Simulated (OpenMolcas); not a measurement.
Property calculation, with input and output: SiHClOF (charge +1) (part 1 of 2)

System: SiHClOF, charge +1.
Method: HF/pc-1, RHF, C-PCM solvent ethanol (OpenMolcas 26.06).

The geometry is that of the parent species in another charge or spin state. The geometry comes from this level: GFN2-xTB.

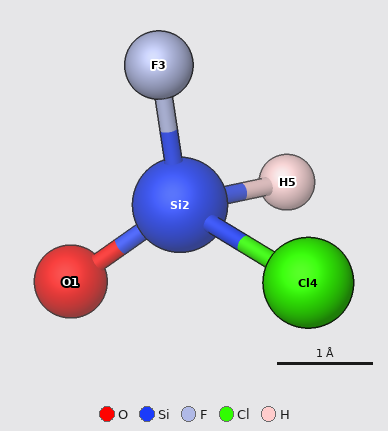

Figure 1. The structure as given in the input (ball-and-stick view, seen at a tilt; atoms are numbered from 1 in the order of the input). Bond lengths as drawn: Cl–Si 2.08 Å, F–Si 1.60 Å, H–Si 1.49 Å and O–Si 1.52 Å.

Key numbers

```json
{"quantity": "outcome", "value": "converged"}
{"quantity": "total energy", "value": "−923.401511 hartree"}
{"quantity": "basis functions", "value": "69"}
{"quantity": "HOMO", "value": "−13.26 eV"}
{"quantity": "LUMO", "value": "−1.52 eV"}
{"quantity": "hardware", "value": "1 thread of Arm Neoverse V1, 24 GiB of memory available, shared host"}
{"quantity": "wall time", "value": "7.2 s"}
{"quantity": "peak memory", "value": "0.41 GiB"}
```

Input file
```
&GATEWAY
  Coord
  5
  bohr
  O     -2.76705038     1.64481762     0.54949456
  Si    -0.25770195     0.30600335     0.20288100
  F      1.91516184     0.44270614     2.30618397
  Cl    -0.05759885    -3.44933599    -0.94843464
  H      1.16717044     1.05580888    -2.11012488
  Basis
  pc-1
  Group
  NoSym
  RF-Input
  PCM-Model
  Solvent=ethanol
  Conductor
  End of RF-Input

&SEWARD

&SCF
  Charge
  1
  PrOrbitals
  0

&LOCALISATION
  Pipek-Mezey
```

Command:
```bash
export MOLCAS_MEM=1860
pymolcas run.input > run.log
```

Log
```
--- Start Module: gateway ---

                                              &GATEWAY

                       available to each process: 1.9 GB of memory, 1 thread

++    Symmetry information:
      ---------------------

                    Character Table for C1

                             E
                    a        1  x, y, xy, Rz, z, xz, Ry, yz, Rx, I
--

++    Basis set information:
      ----------------------

      Basis set label: O.PC-1.........

      Electronic valence basis set:
      ------------------
      Associated Effective Charge   8.000000 au
      Associated Actual Charge      8.000000 au
      Nuclear Model: Point charge

      Shell  nPrim  nBasis  Cartesian Spherical Contaminant
         s       7       3        X
         p       4       2        X
         d       1       1                 X

      Basis set label: SI.PC-1.........

      Electronic valence basis set:
      ------------------
      Associated Effective Charge  14.000000 au
      Associated Actual Charge     14.000000 au
      Nuclear Model: Point charge

      Shell  nPrim  nBasis  Cartesian Spherical Contaminant
         s      11       4        X
         p       8       3        X
         d       1       1                 X

      Basis set label: F.PC-1.........

      Electronic valence basis set:
      ------------------
      Associated Effective Charge   9.000000 au
      Associated Actual Charge      9.000000 au
      Nuclear Model: Point charge

      Shell  nPrim  nBasis  Cartesian Spherical Contaminant
         s       7       3        X
         p       4       2        X
         d       1       1                 X

      Basis set label: CL.PC-1.........

      Electronic valence basis set:
      ------------------
      Associated Effective Charge  17.000000 au
      Associated Actual Charge     17.000000 au
      Nuclear Model: Point charge

      Shell  nPrim  nBasis  Cartesian Spherical Contaminant
         s      11       4        X
         p       8       3        X
         d       1       1                 X

      Basis set label: H.PC-1.........

      Electronic valence basis set:
      ------------------
      Associated Effective Charge   1.000000 au
      Associated Actual Charge      1.000000 au
      Nuclear Model: Point charge

      Shell  nPrim  nBasis  Cartesian Spherical Contaminant
         s       4       2        X
         p       1       1        X
--

++    Molecular structure info:
      -------------------------

                    ************************************************
                    **** Cartesian Coordinates / bohr, angstrom ****
                    ************************************************

     Center  Label                x              y              z                     x              y              z
        1      O1              -2.767050       1.644818       0.549495             -1.464260       0.870400       0.290780
        2      SI2             -0.257702       0.306003       0.202881             -0.136370       0.161930       0.107360
        3      F3               1.915162       0.442706       2.306184              1.013460       0.234270       1.220380
        4      CL4             -0.057599      -3.449336      -0.948435             -0.030480      -1.825310      -0.501890
        5      H5               1.167170       1.055809      -2.110125              0.617640       0.558710      -1.116630

                    ***************************************
                    *    InterNuclear Distances / bohr    *
                    ***************************************

               1 O1            2 SI2           3 F3            4 CL4           5 H5
    1 O1       0.000000
    2 SI2      2.865204        0.000000
    3 F3       5.143359        3.027195        0.000000
    4 CL4      5.961151        3.932956        5.443558        0.000000
    5 H5       4.785248        2.818238        4.520970        4.811020        0.000000

                    *******************************************
                    *    InterNuclear Distances / angstrom    *
                    *******************************************

               1 O1            2 SI2           3 F3            4 CL4           5 H5
    1 O1       0.000000
    2 SI2      1.516201        0.000000
    3 F3       2.721748        1.601922        0.000000
    4 CL4      3.154505        2.081231        2.880607        0.000000
    5 H5       2.532244        1.491347        2.392394        2.545882        0.000000

                    **************************************
                    *    Valence Bond Angles / degree    *
                    **************************************
                          Atom centers                 Phi
                      1 O1       2 SI2      5 H5       114.69
--

            Nuclear Potential Energy            218.31005057 au

--- Stop Module: gateway /rc=_RC_ALL_IS_WELL_ ---

--- Start Module: seward ---

                                              &SEWARD

                       available to each process: 1.9 GB of memory, 1 thread

               SEWARD will generate:
                  Multipole Moment integrals up to order  2
                  Kinetic Energy integrals
                  Nuclear Attraction integrals (point charge)
                  One-Electron Hamiltonian integrals
                  Velocity integrals
                  Reaction Field integrals (PCM)
                  Orbital angular momentum around ( -0.1609  -0.7709   0.2323 )
                  Velocity quadrupole around ( -0.1609  -0.7709   0.2323 )
                  Two-Electron Repulsion integrals

                   Integrals are discarded if absolute value <: 1.00E-14
                   Integral cutoff threshold is set to       <: 1.00E-16

            Nuclear Potential Energy            218.31005057 au

      Basis set specifications :
      Symmetry species         a
      Basis functions           69

--- Stop Module: seward /rc=_RC_ALL_IS_WELL_ ---
--- Module seward spent 1 second ---

--- Start Module: scf ---

                                                &SCF

                       available to each process: 1.9 GB of memory, 1 thread

++    Input section:
      --------------

      Header of the integral files:

      Cartesian coordinates in angstrom:
      -----------------------------------------------------
      No.  Label        X            Y            Z
      -----------------------------------------------------
       1   O1        -1.46426000   0.87040000   0.29078000
       2   SI2       -0.13637000   0.16193000   0.10736000
       3   F3         1.01346000   0.23427000   1.22038000
       4   CL4       -0.03048000  -1.82531000  -0.50189000
       5   H5         0.61764000   0.55871000  -1.11663000
      -----------------------------------------------------
      Nuclear repulsion energy =  218.31005057
--

++    Orbital specifications:
      -----------------------

      Symmetry species               1
                                     a
      Frozen orbitals                0
      Aufbau                        24
      Start temperature = 0.500
      End temperature   = 0.010
      Temperature Factor= 0.460
      Deleted orbitals               0
      Total number of orbitals      69
      Number of basis functions     69
--

      Molecular charge                           1.000

      Polarizable Continuum Model (PCM) activated
      Solvent: ethanol
      Version: Conductor
      Average area for surface element on the cavity boundary: 0.4000 angstrom^2
      Minimum radius for added spheres: 0.2000 angstrom
      Calculation type: equilibrium

++    Optimization specifications:
      ----------------------------

      SCF Algorithm: Conventional
      Minimized density differences are used
      Number of density matrices in core                 5
      Maximum number of NDDO SCF iterations            400
      Maximum number of HF SCF iterations              400
      Threshold for SCF energy change             1.00E-09
      Threshold for density matrix                1.00E-04
      Threshold for Fock matrix                   1.50E-04
      Threshold for linear dependence             1.00E-09
      Threshold at which DIIS is turned on        1.50E-01
      Maximum depth in the DIIS procedure                5
      Maximum depth in the BFGS Hessian update          30
      Threshold at which QNR/C2DIIS is turned on  7.50E-02
      Threshold for Norm(delta) (QNR/C2DIIS)      1.00E-03
      All orbitals punched on: SCFORB
--

      Input vectors read from INPORB
      Orbital file label: *Guess orbitals

++ Convergence information
                                   SCF        iterations: Energy and convergence statistics

Iter     Tot. SCF        One-elec.       Two-elec.     Energy      Max Dij or  Max Fij      DNorm      TNorm      AccCon     Time
         Energy          Energy          Energy        Change      Delta Norm                                                in Sec.
   1  -918.563216587 -1245.299964470   336.657300821   0.00E+00    9.37E-02*   5.71E-01*    1.03E+01   9.74E+01   None         0.
   2  -920.485858090 -1255.755091939   345.189786788  -1.92E+00*   1.21E-01*   2.99E-01*    5.38E+00   9.88E+01   EDIIS        0.
   3  -922.064505427 -1254.714296914   342.570344426  -1.58E+00*   4.35E-01*   3.52E-01*    3.77E+00   9.82E+01   EDIIS        0.
   4  -921.597856797 -1257.418617950   345.741314092   4.67E-01*   6.69E-02*   2.45E-01*    2.85E+00   9.90E+01   EDIIS        0.
   5  -923.360663262 -1259.635996353   346.195886029  -1.76E+00*   6.72E-02*   6.11E-02*    1.59E+00   9.90E+01   EDIIS        0.
   6  -923.387122159 -1257.258449993   343.791880773  -2.65E-02*   7.75E-02*   3.49E-02*    5.02E-01   9.87E+01   EDIIS        0.
   7  -923.393806288 -1258.795891058   345.322637709  -6.68E-03*   1.48E-02*   2.56E-02*    1.88E-01   9.88E+01   EDIIS        0.

       Fermi aufbau procedure completed!
      nOcc=   24

   8  -923.400992547 -1258.147273194   344.666833586  -7.19E-03*   6.90E-03*   6.44E-03*    4.47E-02   9.88E+01   c2DIIS       0.
   9  -923.401483048 -1258.229067708   344.748137600  -4.91E-04*   3.55E-03*   1.02E-03*    1.12E-02   9.88E+01   QNRc2DIIS    0.
  10  -923.401502440 -1258.248718007   344.767768506  -1.94E-05*   2.27E-03*   5.18E-04*    4.90E-03   9.88E+01   QNRc2DIIS    0.
  11  -923.401510559 -1258.251250481   344.770292861  -8.12E-06*   8.51E-04    1.19E-04     1.92E-03   9.88E+01   QNRc2DIIS    0.
  12  -923.401511209 -1258.244697330   344.763739059  -6.50E-07*   3.01E-04    7.28E-05     4.43E-04   9.88E+01   QNRc2DIIS    0.
  13  -923.401511332 -1258.247448156   344.766489763  -1.22E-07*   1.52E-04    2.33E-05     1.13E-04   9.88E+01   QNRc2DIIS    0.
  14  -923.401511355 -1258.247572125   344.766613709  -2.34E-08*   3.01E-05    8.65E-06     5.33E-05   9.88E+01   QNRc2DIIS    0.
  15  -923.401511357 -1258.247315424   344.766357006  -1.90E-09*   1.52E-05    2.58E-06     3.91E-04   9.88E+01   QNRc2DIIS    0.
  16  -923.401511357 -1258.247301632   344.766343214  -3.48E-10    1.43E-05    1.39E-06     1.86E-03   9.88E+01   QNRc2DIIS    0.

       Convergence after  16 Iterations
--

 *****************************************************************************************************************************
 *                                             SCF/KS-DFT Program, Final results                                             *
 *                                                       Final Results                                                       *
 *****************************************************************************************************************************

::    Total SCF energy                               -923.4015113574
      One-electron energy                           -1258.2473016322
      Two-electron energy                             344.7663432135
      Nuclear repulsion energy                         -9.9205529388
      Kinetic energy (interpolated)                   923.9458214477
      Virial theorem                                    0.9994108853
      Total spin, S(S+1)                                0.0000000000
      Total spin, S                                     0.0000000000
      Max non-diagonal density matrix element           0.0000155999
      Max non-diagonal Fock matrix element              0.0000019877

      No orbitals printed

++    Molecular charges:
      ------------------

      Mulliken charges per centre
      ---------------------------

                O1      SI2     F3      CL4     H5
      Total    8.7811 12.3417  9.5061 17.3415  0.0297

      N-E     -0.7811  1.6583 -0.5061 -0.3415  0.9703

      Total electronic charge=   48.000000

      Total            charge=    1.000000
--

++    Molecular properties:
      ---------------------
```
